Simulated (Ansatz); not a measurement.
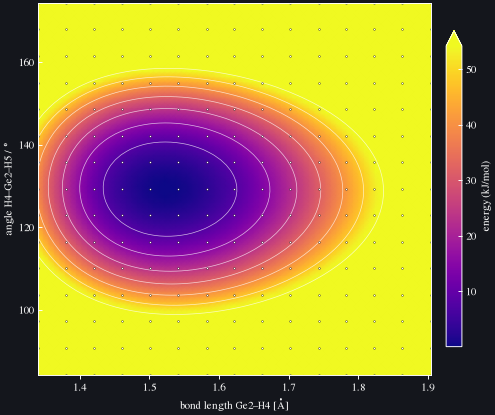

GeH₃O, SMILES [OH][GeH2+], charge +1. The first coordinate is: bond length Ge2–H4; the second: angle H4–Ge2–H5. Nothing is relaxed (all other coordinates rigid). The grid has 15 × 15 points. All energies are given in kJ/mol relative to the relaxed molecule at the same level. These are results of RKS PBE0-D4/def2-TZVP in Ansatz, not measurements.

Drawn: a smooth colour map with a few white contour lines, dots at the grid points, one colour for all values above the top of the scale. Between grid points the surface is interpolated.

### Where is the minimum, and how stiff is the well along each coordinate?

The interpolated minimum is at bond length Ge2–H4 ≈ 1.523 Å, angle H4–Ge2–H5 ≈ 129.3°. The curvatures there are about 18 eV/Å² and 4.1 eV/rad², with a cross term of about 0 eV/(Å·rad). Round the minimum the two coordinates are nearly uncoupled. (1 eV is 96.5 kJ/mol.)
